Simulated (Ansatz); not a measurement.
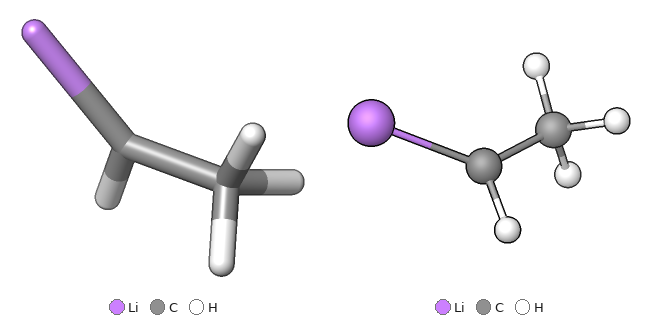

Both panels show the same species.

The species is neutral and a spin doublet.

**Count the atoms of each element.**

C₂H₄Li, 7 atoms: 2 carbon, 4 hydrogen and 1 lithium.

**Write the SMILES.**

[Li][CH]C

**How many sets of symmetry-equivalent atoms are there?**

6: 1 Li, 1 C, 1 C, 1 H, 2 H, 1 H.

**Count the bonded pairs by element.**

4 C–H, 1 C–Li, 1 C–C.

**Which point group does it belong to?**

Cs.

The parts below concern this one geometry. Atoms keep their numbers from picture to picture. The geometry was computed by an optimisation with PBE0-D4/def2-TZVP. No frequency run is at hand to confirm it as a minimum.

Shape

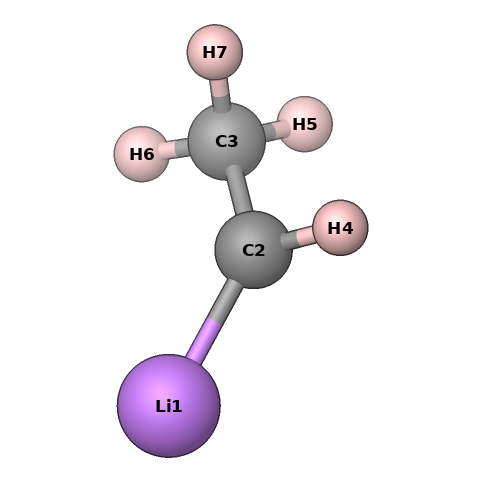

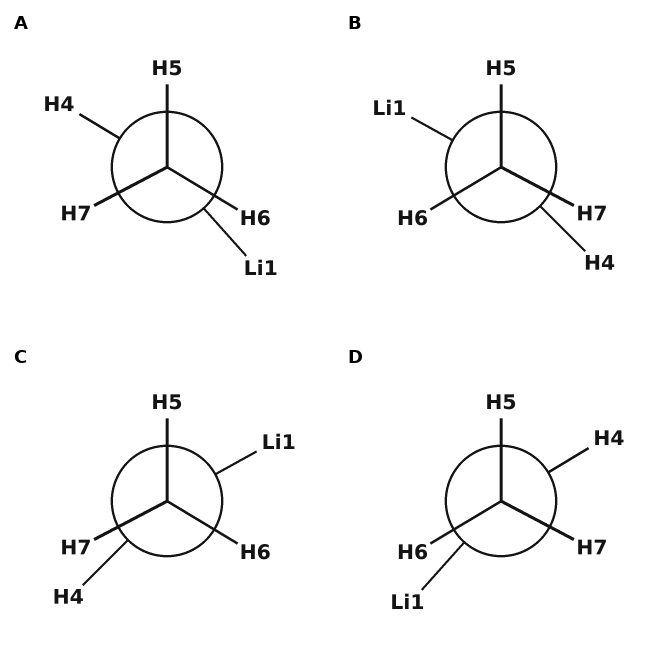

Atoms fade into the background with distance from the viewer. Bonds that would overlap in a projection are set slightly apart. No frequency run is at hand to confirm it as a minimum.

**Which Newman projection shows the view along C3–C2, with C3 in front?**

D. The torsion angle H5–C3–C2–Li1 is −121°, anticlinal.

Electronic properties

No frequency run is at hand to confirm it as a minimum. Properties computed with UKS PBE0-D4/def2-TZVPP (Ansatz 0.2.0).

Predict the main results.

- HOMO energy (Kohn–Sham orbital): −4.10 eV
- ⟨S²⟩ of the determinant: 0.754
- dispersion correction: −6.5 kJ/mol

Charges

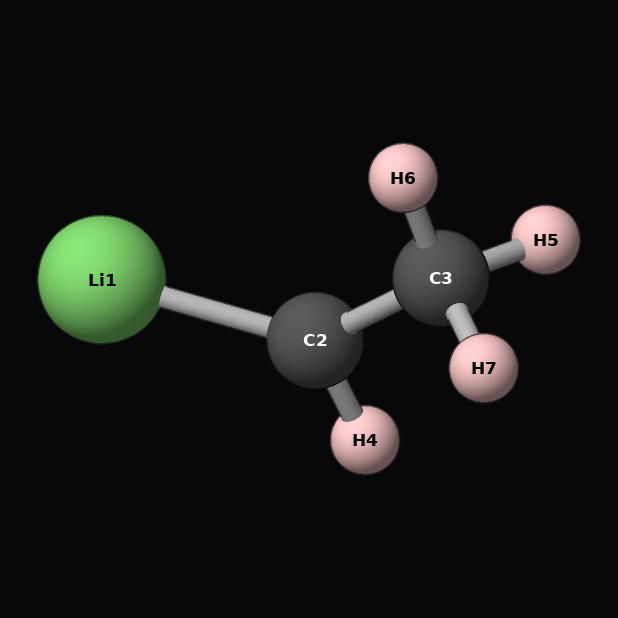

The questions are on Mulliken charges. No frequency run is at hand to confirm it as a minimum. Level of theory: UKS PBE0-D4/def2-TZVP (Ansatz 0.2.0).

**Which atom carries the highest charge (most positive or least negative)?**

Li1 (0.72 e).

**And the lowest?**

C2 (−0.79 e).

List the Mulliken charges.

```
atom  value (e)
 Li1       0.72
  C2      −0.79
  C3      −0.31
  H4       0.09
  H5       0.10
  H6       0.08
  H7       0.10
```

Dipole moment

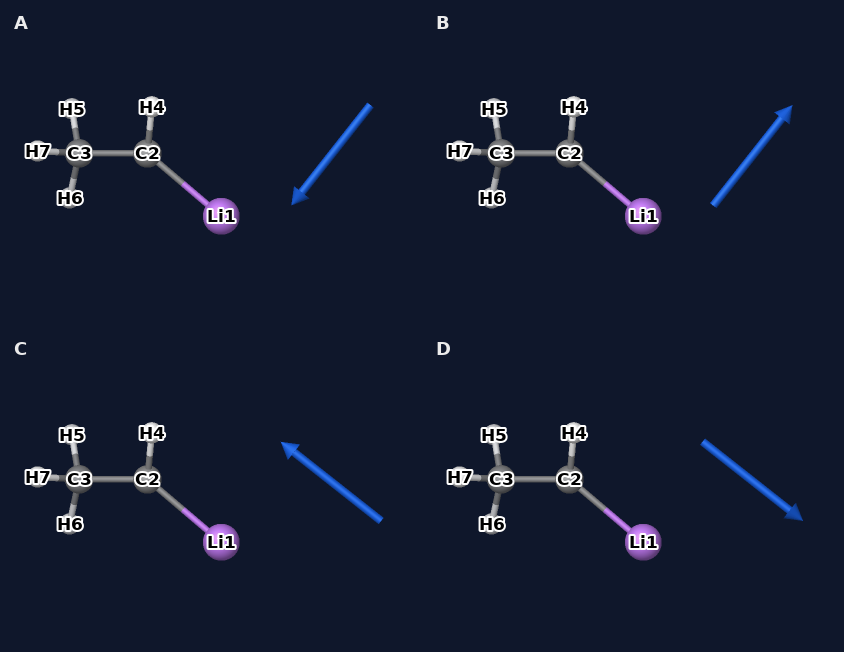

The same molecule four times, each with an arrow. No frequency run is at hand to confirm it as a minimum. Method: UKS PBE0-D4/def2-TZVP (Ansatz 0.2.0).

**Which arrow points along the dipole moment, from the negative to the positive end?**

D. The dipole moment is 5.26 D; it points from the side of H5, H7 to the side of Li1 (the outermost atoms at the two ends).

Mulliken values depend strongly on the basis set and can even reverse the polarity of a bond.
